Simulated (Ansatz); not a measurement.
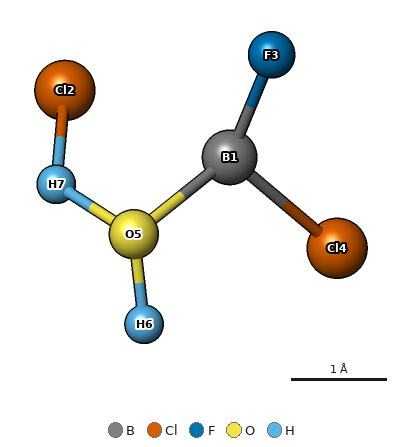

**Figure 1.** The input geometry (ball-and-stick view, seen at a tilt; atoms are numbered from 1 in the order of the input).

# BH2Cl2OF: molecular dynamics (part 1 of 5)

The run: molecular dynamics of BH2Cl2OF. Method and program: RKS revPBE/def2-SVP (Ansatz 0.2.0).

It belongs to a series of runs on one base structure; here: dynamics from the highest image of the converged band. Figures and captions count atoms from 1; the log counts them from 0 in places.

Output
```
Engine: ansatz 0.2.0, aarch64-unknown-linux-gnu
Functional definition: revPBE
  parameter kappa = 1.245
  parameter beta = 0.06672455060314922
  exchange = pbe_x(kappa = kappa, mu = beta*pi^2/3)
  correlation = pbe_c(beta = beta)
951 factors; their error is unknown
mean field evaluation 1: about -30499.2798 eV, gradient 4.9e1 eV
mean field evaluation 2: about -30485.9357 eV, gradient 9.9e1 eV
mean field evaluation 4: about -30503.1969 eV, gradient 3.4e0 eV
mean field evaluation 8: about -30503.2270 eV, gradient 1.2e-1 eV
mean field evaluation 16: about -30503.1806 eV, gradient 5.7e-5 eV
mean field -30503.18058891 eV, -1120.9712108441 hartree, gradient 5.7e-5 eV, S^2 0.000000; 0 other end points of the search recorded, 0 dependent functions left out
the calculation of the forces begins
reference -30503.18062221 eV, -1120.9712120680 hartree; 29, 29 occupied and 59, 59 virtual orbitals, 951 factors
md step     0: t =     0.00 fs  T =   300.0 K  F+E_penalty+E_count = -30503.18058891 eV  E_kin = 0.193890 eV  conserved = -30502.98669891 eV  (27 SCF iters)
these checks for a lower state are left out or cut short: starts, cluster_reference, orbital_swaps, neighbouring_geometries, increment
951 factors; their error is unknown
mean field -30503.17798450 eV, -1120.9711151338 hartree, gradient 7.6e-6 eV, S^2 0.000000; 0 other end points of the search recorded, 0 dependent functions left out
the calculation of the forces begins
reference -30503.17801785 eV, -1120.9711163592 hartree; 29, 29 occupied and 59, 59 virtual orbitals, 951 factors
md step     1: t =     0.50 fs  T =   296.1 K  F+E_penalty+E_count = -30503.17798450 eV  E_kin = 0.191354 eV  conserved = -30502.98663085 eV  (30 SCF iters)
[... from here on the SCF iterations and repeated set-up lines of each step are left out, up to the last step ...]
md step     2: t =     1.00 fs  T =   284.9 K  F+E_penalty+E_count = -30503.17061197 eV  E_kin = 0.184137 eV  conserved = -30502.98647481 eV  (29 SCF iters)
md step     3: t =     1.50 fs  T =   270.2 K  F+E_penalty+E_count = -30503.16090258 eV  E_kin = 0.174604 eV  conserved = -30502.98629902 eV  (30 SCF iters)
md step     4: t =     2.00 fs  T =   256.0 K  F+E_penalty+E_count = -30503.15163134 eV  E_kin = 0.165468 eV  conserved = -30502.98616313 eV  (30 SCF iters)
md step     5: t =     2.50 fs  T =   245.8 K  F+E_penalty+E_count = -30503.14496553 eV  E_kin = 0.158862 eV  conserved = -30502.98610382 eV  (30 SCF iters)
md step     6: t =     3.00 fs  T =   241.0 K  F+E_penalty+E_count = -30503.14186302 eV  E_kin = 0.155731 eV  conserved = -30502.98613217 eV  (30 SCF iters)
md step     7: t =     3.50 fs  T =   240.8 K  F+E_penalty+E_count = -30503.14188675 eV  E_kin = 0.155652 eV  conserved = -30502.98623437 eV  (29 SCF iters)
md step     8: t =     4.00 fs  T =   243.0 K  F+E_penalty+E_count = -30503.14344138 eV  E_kin = 0.157070 eV  conserved = -30502.98637100 eV  (28 SCF iters)
md step     9: t =     4.50 fs  T =   244.4 K  F+E_penalty+E_count = -30503.14442246 eV  E_kin = 0.157942 eV  conserved = -30502.98648057 eV  (29 SCF iters)
md step    10: t =     5.00 fs  T =   242.5 K  F+E_penalty+E_count = -30503.14319426 eV  E_kin = 0.156697 eV  conserved = -30502.98649691 eV  (29 SCF iters)
md step    11: t =     5.50 fs  T =   237.1 K  F+E_penalty+E_count = -30503.13961645 eV  E_kin = 0.153236 eV  conserved = -30502.98638047 eV  (28 SCF iters)
md step    12: t =     6.00 fs  T =   231.2 K  F+E_penalty+E_count = -30503.13560584 eV  E_kin = 0.149448 eV  conserved = -30502.98615820 eV  (28 SCF iters)
md step    13: t =     6.50 fs  T =   230.1 K  F+E_penalty+E_count = -30503.13466696 eV  E_kin = 0.148734 eV  conserved = -30502.98593295 eV  (28 SCF iters)
md step    14: t =     7.00 fs  T =   239.0 K  F+E_penalty+E_count = -30503.14030423 eV  E_kin = 0.154473 eV  conserved = -30502.98583087 eV  (29 SCF iters)
md step    15: t =     7.50 fs  T =   260.3 K  F+E_penalty+E_count = -30503.15411998 eV  E_kin = 0.168207 eV  conserved = -30502.98591308 eV  (29 SCF iters)
md step    16: t =     8.00 fs  T =   292.1 K  F+E_penalty+E_count = -30503.17490486 eV  E_kin = 0.188778 eV  conserved = -30502.98612713 eV  (27 SCF iters)
md step    17: t =     8.50 fs  T =   329.7 K  F+E_penalty+E_count = -30503.19941168 eV  E_kin = 0.213062 eV  conserved = -30502.98634974 eV  (28 SCF iters)
md step    18: t =     9.00 fs  T =   367.8 K  F+E_penalty+E_count = -30503.22419984 eV  E_kin = 0.237723 eV  conserved = -30502.98647641 eV  (26 SCF iters)
md step    19: t =     9.50 fs  T =   403.5 K  F+E_penalty+E_count = -30503.24724598 eV  E_kin = 0.260769 eV  conserved = -30502.98647671 eV  (26 SCF iters)
md step    20: t =    10.00 fs  T =   436.5 K  F+E_penalty+E_count = -30503.26846911 eV  E_kin = 0.282082 eV  conserved = -30502.98638756 eV  (26 SCF iters)
md step    21: t =    10.50 fs  T =   468.7 K  F+E_penalty+E_count = -30503.28921346 eV  E_kin = 0.302938 eV  conserved = -30502.98627512 eV  (27 SCF iters)
md step    22: t =    11.00 fs  T =   502.9 K  F+E_penalty+E_count = -30503.31124161 eV  E_kin = 0.325042 eV  conserved = -30502.98619992 eV  (27 SCF iters)
md step    23: t =    11.50 fs  T =   540.9 K  F+E_penalty+E_count = -30503.33577607 eV  E_kin = 0.349577 eV  conserved = -30502.98619938 eV  (27 SCF iters)
md step    24: t =    12.00 fs  T =   582.7 K  F+E_penalty+E_count = -30503.36288453 eV  E_kin = 0.376600 eV  conserved = -30502.98628440 eV  (27 SCF iters)
md step    25: t =    12.50 fs  T =   626.4 K  F+E_penalty+E_count = -30503.39129867 eV  E_kin = 0.404860 eV  conserved = -30502.98643897 eV  (27 SCF iters)
md step    26: t =    13.00 fs  T =   668.5 K  F+E_penalty+E_count = -30503.41867193 eV  E_kin = 0.432049 eV  conserved = -30502.98662293 eV  (26 SCF iters)
md step    27: t =    13.50 fs  T =   704.7 K  F+E_penalty+E_count = -30503.44223920 eV  E_kin = 0.455465 eV  conserved = -30502.98677387 eV  (26 SCF iters)
md step    28: t =    14.00 fs  T =   731.8 K  F+E_penalty+E_count = -30503.45979321 eV  E_kin = 0.472967 eV  conserved = -30502.98682575 eV  (26 SCF iters)
md step    29: t =    14.50 fs  T =   748.8 K  F+E_penalty+E_count = -30503.47070647 eV  E_kin = 0.483970 eV  conserved = -30502.98673665 eV  (26 SCF iters)
md step    30: t =    15.00 fs  T =   758.2 K  F+E_penalty+E_count = -30503.47653102 eV  E_kin = 0.490005 eV  conserved = -30502.98652590 eV  (25 SCF iters)
md step    31: t =    15.50 fs  T =   764.9 K  F+E_penalty+E_count = -30503.48063854 eV  E_kin = 0.494352 eV  conserved = -30502.98628679 eV  (26 SCF iters)
md step    32: t =    16.00 fs  T =   774.6 K  F+E_penalty+E_count = -30503.48676287 eV  E_kin = 0.500618 eV  conserved = -30502.98614508 eV  (27 SCF iters)
md step    33: t =    16.50 fs  T =   790.6 K  F+E_penalty+E_count = -30503.49710855 eV  E_kin = 0.510934 eV  conserved = -30502.98617441 eV  (27 SCF iters)
md step    34: t =    17.00 fs  T =   812.2 K  F+E_penalty+E_count = -30503.51124891 eV  E_kin = 0.524905 eV  conserved = -30502.98634389 eV  (27 SCF iters)
md step    35: t =    17.50 fs  T =   835.6 K  F+E_penalty+E_count = -30503.52659049 eV  E_kin = 0.540046 eV  conserved = -30502.98654412 eV  (27 SCF iters)
md step    36: t =    18.00 fs  T =   856.2 K  F+E_penalty+E_count = -30503.54002102 eV  E_kin = 0.553354 eV  conserved = -30502.98666715 eV  (26 SCF iters)
md step    37: t =    18.50 fs  T =   871.0 K  F+E_penalty+E_count = -30503.54957287 eV  E_kin = 0.562906 eV  conserved = -30502.98666688 eV  (27 SCF iters)
md step    38: t =    19.00 fs  T =   879.8 K  F+E_penalty+E_count = -30503.55518063 eV  E_kin = 0.568616 eV  conserved = -30502.98656466 eV  (26 SCF iters)
md step    39: t =    19.50 fs  T =   885.0 K  F+E_penalty+E_count = -30503.55839851 eV  E_kin = 0.571979 eV  conserved = -30502.98641973 eV  (26 SCF iters)
md step    40: t =    20.00 fs  T =   890.0 K  F+E_penalty+E_count = -30503.56149862 eV  E_kin = 0.575203 eV  conserved = -30502.98629559 eV  (27 SCF iters)
md step    41: t =    20.50 fs  T =   897.8 K  F+E_penalty+E_count = -30503.56646109 eV  E_kin = 0.580221 eV  conserved = -30502.98624004 eV  (27 SCF iters)
md step    42: t =    21.00 fs  T =   909.7 K  F+E_penalty+E_count = -30503.57419432 eV  E_kin = 0.587918 eV  conserved = -30502.98627648 eV  (27 SCF iters)
md step    43: t =    21.50 fs  T =   924.9 K  F+E_penalty+E_count = -30503.58414291 eV  E_kin = 0.597741 eV  conserved = -30502.98640196 eV  (27 SCF iters)
md step    44: t =    22.00 fs  T =   940.3 K  F+E_penalty+E_count = -30503.59433206 eV  E_kin = 0.607745 eV  conserved = -30502.98658692 eV  (27 SCF iters)
md step    45: t =    22.50 fs  T =   951.7 K  F+E_penalty+E_count = -30503.60184945 eV  E_kin = 0.615072 eV  conserved = -30502.98677742 eV  (27 SCF iters)
md step    46: t =    23.00 fs  T =   954.4 K  F+E_penalty+E_count = -30503.60371400 eV  E_kin = 0.616810 eV  conserved = -30502.98690377 eV  (26 SCF iters)
md step    47: t =    23.50 fs  T =   945.5 K  F+E_penalty+E_count = -30503.59796894 eV  E_kin = 0.611065 eV  conserved = -30502.98690346 eV  (26 SCF iters)
md step    48: t =    24.00 fs  T =   925.1 K  F+E_penalty+E_count = -30503.58463159 eV  E_kin = 0.597875 eV  conserved = -30502.98675692 eV  (26 SCF iters)
md step    49: t =    24.50 fs  T =   896.5 K  F+E_penalty+E_count = -30503.56595415 eV  E_kin = 0.579436 eV  conserved = -30502.98651811 eV  (26 SCF iters)
md step    50: t =    25.00 fs  T =   865.3 K  F+E_penalty+E_count = -30503.54556901 eV  E_kin = 0.559265 eV  conserved = -30502.98630413 eV  (26 SCF iters)
md step    51: t =    25.50 fs  T =   836.3 K  F+E_penalty+E_count = -30503.52672238 eV  E_kin = 0.540496 eV  conserved = -30502.98622645 eV  (26 SCF iters)
md step    52: t =    26.00 fs  T =   811.3 K  F+E_penalty+E_count = -30503.51062462 eV  E_kin = 0.524316 eV  conserved = -30502.98630835 eV  (27 SCF iters)
md step    53: t =    26.50 fs  T =   788.5 K  F+E_penalty+E_count = -30503.49610425 eV  E_kin = 0.509637 eV  conserved = -30502.98646686 eV  (27 SCF iters)
md step    54: t =    27.00 fs  T =   764.7 K  F+E_penalty+E_count = -30503.48082616 eV  E_kin = 0.494248 eV  conserved = -30502.98657830 eV  (27 SCF iters)
md step    55: t =    27.50 fs  T =   737.4 K  F+E_penalty+E_count = -30503.46313413 eV  E_kin = 0.476570 eV  conserved = -30502.98656394 eV  (28 SCF iters)
md step    56: t =    28.00 fs  T =   706.8 K  F+E_penalty+E_count = -30503.44325875 eV  E_kin = 0.456831 eV  conserved = -30502.98642769 eV  (28 SCF iters)
md step    57: t =    28.50 fs  T =   676.3 K  F+E_penalty+E_count = -30503.42330020 eV  E_kin = 0.437066 eV  conserved = -30502.98623427 eV  (27 SCF iters)
md step    58: t =    29.00 fs  T =   650.1 K  F+E_penalty+E_count = -30503.40625457 eV  E_kin = 0.420187 eV  conserved = -30502.98606725 eV  (27 SCF iters)
md step    59: t =    29.50 fs  T =   632.4 K  F+E_penalty+E_count = -30503.39473341 eV  E_kin = 0.408743 eV  conserved = -30502.98599003 eV  (27 SCF iters)
md step    60: t =    30.00 fs  T =   625.0 K  F+E_penalty+E_count = -30503.38996489 eV  E_kin = 0.403937 eV  conserved = -30502.98602754 eV  (28 SCF iters)
md step    61: t =    30.50 fs  T =   627.0 K  F+E_penalty+E_count = -30503.39138156 eV  E_kin = 0.405215 eV  conserved = -30502.98616697 eV  (25 SCF iters)
md step    62: t =    31.00 fs  T =   635.1 K  F+E_penalty+E_count = -30503.39682904 eV  E_kin = 0.410465 eV  conserved = -30502.98636388 eV  (26 SCF iters)
md step    63: t =    31.50 fs  T =   644.8 K  F+E_penalty+E_count = -30503.40328192 eV  E_kin = 0.416728 eV  conserved = -30502.98655346 eV  (26 SCF iters)
md step    64: t =    32.00 fs  T =   651.7 K  F+E_penalty+E_count = -30503.40787459 eV  E_kin = 0.421208 eV  conserved = -30502.98666705 eV  (25 SCF iters)
md step    65: t =    32.50 fs  T =   653.4 K  F+E_penalty+E_count = -30503.40897578 eV  E_kin = 0.422320 eV  conserved = -30502.98665602 eV  (25 SCF iters)
md step    66: t =    33.00 fs  T =   650.4 K  F+E_penalty+E_count = -30503.40690766 eV  E_kin = 0.420384 eV  conserved = -30502.98652391 eV  (25 SCF iters)
md step    67: t =    33.50 fs  T =   646.0 K  F+E_penalty+E_count = -30503.40382862 eV  E_kin = 0.417484 eV  conserved = -30502.98634442 eV  (25 SCF iters)
md step    68: t =    34.00 fs  T =   644.2 K  F+E_penalty+E_count = -30503.40255931 eV  E_kin = 0.416327 eV  conserved = -30502.98623248 eV  (24 SCF iters)
md step    69: t =    34.50 fs  T =   647.6 K  F+E_penalty+E_count = -30503.40483512 eV  E_kin = 0.418568 eV  conserved = -30502.98626748 eV  (25 SCF iters)
md step    70: t =    35.00 fs  T =   655.6 K  F+E_penalty+E_count = -30503.41012102 eV  E_kin = 0.423691 eV  conserved = -30502.98642994 eV  (25 SCF iters)
md step    71: t =    35.50 fs  T =   664.2 K  F+E_penalty+E_count = -30503.41591027 eV  E_kin = 0.429297 eV  conserved = -30502.98661312 eV  (25 SCF iters)
md step    72: t =    36.00 fs  T =   669.4 K  F+E_penalty+E_count = -30503.41932409 eV  E_kin = 0.432621 eV  conserved = -30502.98670284 eV  (24 SCF iters)
md step    73: t =    36.50 fs  T =   668.7 K  F+E_penalty+E_count = -30503.41885731 eV  E_kin = 0.432208 eV  conserved = -30502.98664952 eV  (25 SCF iters)
md step    74: t =    37.00 fs  T =   663.3 K  F+E_penalty+E_count = -30503.41518814 eV  E_kin = 0.428706 eV  conserved = -30502.98648199 eV  (24 SCF iters)
md step    75: t =    37.50 fs  T =   656.8 K  F+E_penalty+E_count = -30503.41079664 eV  E_kin = 0.424522 eV  conserved = -30502.98627452 eV  (25 SCF iters)
md step    76: t =    38.00 fs  T =   654.1 K  F+E_penalty+E_count = -30503.40885341 eV  E_kin = 0.422751 eV  conserved = -30502.98610286 eV  (25 SCF iters)
md step    77: t =    38.50 fs  T =   659.2 K  F+E_penalty+E_count = -30503.41203063 eV  E_kin = 0.426012 eV  conserved = -30502.98601820 eV  (26 SCF iters)
md step    78: t =    39.00 fs  T =   674.0 K  F+E_penalty+E_count = -30503.42167267 eV  E_kin = 0.435634 eV  conserved = -30502.98603862 eV  (26 SCF iters)
md step    79: t =    39.50 fs  T =   698.3 K  F+E_penalty+E_count = -30503.43748008 eV  E_kin = 0.451327 eV  conserved = -30502.98615344 eV  (26 SCF iters)
md step    80: t =    40.00 fs  T =   729.3 K  F+E_penalty+E_count = -30503.45766198 eV  E_kin = 0.471332 eV  conserved = -30502.98633044 eV  (28 SCF iters)
md step    81: t =    40.50 fs  T =   762.7 K  F+E_penalty+E_count = -30503.47945092 eV  E_kin = 0.492929 eV  conserved = -30502.98652205 eV  (26 SCF iters)
md step    82: t =    41.00 fs  T =   794.1 K  F+E_penalty+E_count = -30503.49987124 eV  E_kin = 0.513199 eV  conserved = -30502.98667186 eV  (26 SCF iters)
md step    83: t =    41.50 fs  T =   819.9 K  F+E_penalty+E_count = -30503.51662105 eV  E_kin = 0.529889 eV  conserved = -30502.98673237 eV  (26 SCF iters)
md step    84: t =    42.00 fs  T =   838.8 K  F+E_penalty+E_count = -30503.52879182 eV  E_kin = 0.542102 eV  conserved = -30502.98668981 eV  (25 SCF iters)
md step    85: t =    42.50 fs  T =   851.7 K  F+E_penalty+E_count = -30503.53703405 eV  E_kin = 0.550447 eV  conserved = -30502.98658717 eV  (25 SCF iters)
md step    86: t =    43.00 fs  T =   860.8 K  F+E_penalty+E_count = -30503.54287082 eV  E_kin = 0.556358 eV  conserved = -30502.98651254 eV  (25 SCF iters)
md step    87: t =    43.50 fs  T =   867.7 K  F+E_penalty+E_count = -30503.54736864 eV  E_kin = 0.560825 eV  conserved = -30502.98654388 eV  (24 SCF iters)
md step    88: t =    44.00 fs  T =   871.6 K  F+E_penalty+E_count = -30503.54999746 eV  E_kin = 0.563312 eV  conserved = -30502.98668498 eV  (25 SCF iters)
md step    89: t =    44.50 fs  T =   869.2 K  F+E_penalty+E_count = -30503.54859811 eV  E_kin = 0.561744 eV  conserved = -30502.98685460 eV  (25 SCF iters)
md step    90: t =    45.00 fs  T =   856.7 K  F+E_penalty+E_count = -30503.54060184 eV  E_kin = 0.553658 eV  conserved = -30502.98694337 eV  (24 SCF iters)
md step    91: t =    45.50 fs  T =   832.1 K  F+E_penalty+E_count = -30503.52467056 eV  E_kin = 0.537783 eV  conserved = -30502.98688737 eV  (25 SCF iters)
md step    92: t =    46.00 fs  T =   796.8 K  F+E_penalty+E_count = -30503.50167380 eV  E_kin = 0.514974 eV  conserved = -30502.98670000 eV  (25 SCF iters)
md step    93: t =    46.50 fs  T =   755.2 K  F+E_penalty+E_count = -30503.47450995 eV  E_kin = 0.488058 eV  conserved = -30502.98645165 eV  (27 SCF iters)
md step    94: t =    47.00 fs  T =   713.0 K  F+E_penalty+E_count = -30503.44704808 eV  E_kin = 0.460823 eV  conserved = -30502.98622548 eV  (28 SCF iters)
md step    95: t =    47.50 fs  T =   675.8 K  F+E_penalty+E_count = -30503.42283941 eV  E_kin = 0.436757 eV  conserved = -30502.98608223 eV  (27 SCF iters)
md step    96: t =    48.00 fs  T =   646.9 K  F+E_penalty+E_count = -30503.40415280 eV  E_kin = 0.418108 eV  conserved = -30502.98604529 eV  (28 SCF iters)
md step    97: t =    48.50 fs  T =   627.4 K  F+E_penalty+E_count = -30503.39158945 eV  E_kin = 0.405487 eV  conserved = -30502.98610248 eV  (28 SCF iters)
md step    98: t =    49.00 fs  T =   615.9 K  F+E_penalty+E_count = -30503.38426802 eV  E_kin = 0.398052 eV  conserved = -30502.98621567 eV  (28 SCF iters)
md step    99: t =    49.50 fs  T =   609.8 K  F+E_penalty+E_count = -30503.38044524 eV  E_kin = 0.394116 eV  conserved = -30502.98632903 eV  (28 SCF iters)
md step   100: t =    50.00 fs  T =   606.6 K  F+E_penalty+E_count = -30503.37841441 eV  E_kin = 0.392033 eV  conserved = -30502.98638179 eV  (28 SCF iters)
md step   101: t =    50.50 fs  T =   605.2 K  F+E_penalty+E_count = -30503.37745392 eV  E_kin = 0.391122 eV  conserved = -30502.98633191 eV  (28 SCF iters)
md step   102: t =    51.00 fs  T =   606.9 K  F+E_penalty+E_count = -30503.37843630 eV  E_kin = 0.392246 eV  conserved = -30502.98618997 eV  (28 SCF iters)
md step   103: t =    51.50 fs  T =   615.1 K  F+E_penalty+E_count = -30503.38360138 eV  E_kin = 0.397564 eV  conserved = -30502.98603695 eV  (28 SCF iters)
md step   104: t =    52.00 fs  T =   633.3 K  F+E_penalty+E_count = -30503.39528100 eV  E_kin = 0.409291 eV  conserved = -30502.98598958 eV  (25 SCF iters)
md step   105: t =    52.50 fs  T =   662.3 K  F+E_penalty+E_count = -30503.41413557 eV  E_kin = 0.428017 eV  conserved = -30502.98611820 eV  (26 SCF iters)
md step   106: t =    53.00 fs  T =   699.0 K  F+E_penalty+E_count = -30503.43812310 eV  E_kin = 0.451740 eV  conserved = -30502.98638341 eV  (26 SCF iters)
md step   107: t =    53.50 fs  T =   737.2 K  F+E_penalty+E_count = -30503.46310185 eV  E_kin = 0.476442 eV  conserved = -30502.98666009 eV  (26 SCF iters)
md step   108: t =    54.00 fs  T =   770.4 K  F+E_penalty+E_count = -30503.48470788 eV  E_kin = 0.497879 eV  conserved = -30502.98682923 eV  (26 SCF iters)
md step   109: t =    54.50 fs  T =   794.3 K  F+E_penalty+E_count = -30503.50017449 eV  E_kin = 0.513324 eV  conserved = -30502.98685058 eV  (25 SCF iters)
md step   110: t =    55.00 fs  T =   808.0 K  F+E_penalty+E_count = -30503.50900041 eV  E_kin = 0.522235 eV  conserved = -30502.98676565 eV  (25 SCF iters)
md step   111: t =    55.50 fs  T =   813.4 K  F+E_penalty+E_count = -30503.51237751 eV  E_kin = 0.525728 eV  conserved = -30502.98664998 eV  (24 SCF iters)
md step   112: t =    56.00 fs  T =   813.1 K  F+E_penalty+E_count = -30503.51205178 eV  E_kin = 0.525486 eV  conserved = -30502.98656606 eV  (25 SCF iters)
md step   113: t =    56.50 fs  T =   808.9 K  F+E_penalty+E_count = -30503.50934545 eV  E_kin = 0.522806 eV  conserved = -30502.98653994 eV  (26 SCF iters)
md step   114: t =    57.00 fs  T =   801.7 K  F+E_penalty+E_count = -30503.50469873 eV  E_kin = 0.518130 eV  conserved = -30502.98656825 eV  (26 SCF iters)
md step   115: t =    57.50 fs  T =   790.7 K  F+E_penalty+E_count = -30503.49768696 eV  E_kin = 0.511056 eV  conserved = -30502.98663115 eV  (26 SCF iters)
md step   116: t =    58.00 fs  T =   774.6 K  F+E_penalty+E_count = -30503.48732634 eV  E_kin = 0.500626 eV  conserved = -30502.98670057 eV  (26 SCF iters)
md step   117: t =    58.50 fs  T =   751.6 K  F+E_penalty+E_count = -30503.47253209 eV  E_kin = 0.485789 eV  conserved = -30502.98674298 eV  (25 SCF iters)
md step   118: t =    59.00 fs  T =   721.0 K  F+E_penalty+E_count = -30503.45267370 eV  E_kin = 0.465953 eV  conserved = -30502.98672106 eV  (24 SCF iters)
md step   119: t =    59.50 fs  T =   683.2 K  F+E_penalty+E_count = -30503.42815452 eV  E_kin = 0.441545 eV  conserved = -30502.98660964 eV  (26 SCF iters)
md step   120: t =    60.00 fs  T =   641.1 K  F+E_penalty+E_count = -30503.40077723 eV  E_kin = 0.414359 eV  conserved = -30502.98641867 eV  (26 SCF iters)
```
